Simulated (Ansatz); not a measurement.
# PO (SMILES O=[P]): UBCCD(T)/cc-pVTZ

Aim: the electronic atomisation energy of PO at UBCCD(T)/cc-pVTZ, from 3 runs. 

Program for the calculation: Ansatz 0.2.0.

35 further runs of the same task are left out: 35 set aside as unsound or not needed.

## (1) The molecule

PO has 2 atoms, charge 0, and is taken as a doublet. SMILES: `O=[P]`. Geometry: relaxed at PBE0-D4/def2-TZVP.

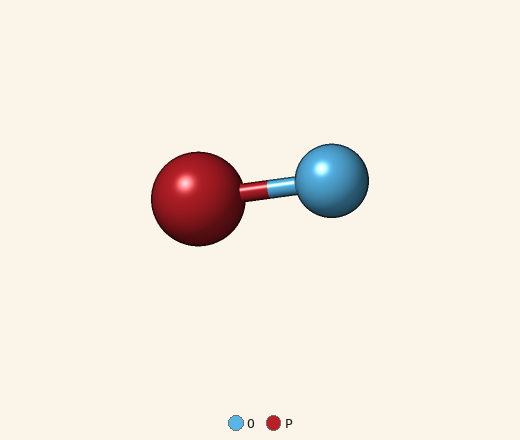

The structure, seen from a chosen angle (oxygen blue, phosphorus red).

## (2) A single-point energy at UBCCD(T)/cc-pVTZ

molecule.yaml reads:

```yaml
crystal:
  periodic: [false, false, false]
  atoms:
    - {symbol: O, position_ang: [0.000000, -0.000000, -0.009450]}
    - {symbol: P, position_ang: [-0.000000, 0.000000, 1.464540]}
basis:
  gaussian:
    orbitals: cc-pVTZ
magnetization:
  spin_polarized: true
  initial_magnetization: 1
correlation:
  method: bccd_t
  frozen_orbitals: {O: 1, P: 5}
scf:
  omitted_lower_state_checks: [cluster_reference, increment]
accuracy: high
```

On the command line:

```bash
$ ansatz run molecule.yaml --threads 1 --pin off --max-ram 3480MiB --events-out events.jsonl --progress --plain --runs-dir runs
```

What it wrote:

```text
Warning: RAYON_NUM_THREADS=1 ignored (pool sized by the plan → 1); use --threads N
[... 13 lines left out ...]
6 core orbitals not correlated: weight in the atoms' cores, before any rotation towards them, 1.000 or more for the frozen orbitals, at most 0.000 for the correlated occupied ones
[... 31 lines left out ...]
Total energy: -11319.97007159 eV, -416.0012271795 hartree
Checks for a lower state left out: cluster_reference, increment
```

It took 4.8 s on 1 thread of Arm Neoverse V2, shared host; peak memory 0.37 GiB.

## (3) The O atom

job.yaml reads:

```yaml
crystal:
  periodic: [false, false, false]
  atoms:
    - {symbol: O, position_ang: [0.000000, 0.000000, 0.000000]}
basis:
  gaussian: {orbitals: cc-pVTZ}
magnetization: {spin_polarized: true, initial_magnetization: 2}
correlation: {method: bccd_t, frozen_orbitals: {O: 1}}
accuracy: high
scf: {omitted_lower_state_checks: [cluster_reference, increment]}
```

Run the same way, it converges to -74.97396 Eh (log not shown).

## (4) The P atom, same level

molecule.yaml reads:

```yaml
crystal:
  periodic: [false, false, false]
  atoms:
    - symbol: P
      position_ang: [0.000000, 0.000000, 0.000000]
basis:
  gaussian:
    orbitals: cc-pVTZ
magnetization:
  spin_polarized: true
  initial_magnetization: 3
correlation:
  method: bccd_t
  frozen_orbitals: {P: 5}
accuracy: high
scf:
  omitted_lower_state_checks: [cluster_reference, increment]
```

Run the same way, it converges to -340.82102 Eh (log not shown).

## (5) Summary of results

Level: UBCCD(T)/cc-pVTZ, 6 core orbitals frozen.

```
                                             quantity          value
                               molecule: total energy  -416.00123 Eh
molecule: correlation energy (6 core orbitals frozen)     -381.7 mEh
                             molecule: (T) correction     -20.23 mEh
          molecule: ⟨S²⟩ of the reference determinant          0.771
                                 O atom: total energy   -74.97396 Eh
   O atom: correlation energy (1 core orbital frozen)     -162.2 mEh
                               O atom: (T) correction      -2.99 mEh
            O atom: ⟨S²⟩ of the reference determinant          2.007
                                 P atom: total energy  -340.82102 Eh
  P atom: correlation energy (5 core orbitals frozen)     -104.7 mEh
                               P atom: (T) correction      -3.79 mEh
            P atom: ⟨S²⟩ of the reference determinant          3.750
                        electronic atomisation energy       5.612 eV
```

Taking the molecule apart into free atoms costs 5.61 eV (542 kJ/mol), before zero-point energy and without spin-orbit coupling. The triples (molecule) make up 5.3 % of the correlation energy. The triples (O atom) make up 1.8 % of the correlation energy. The triples (P atom) make up 3.6 % of the correlation energy.
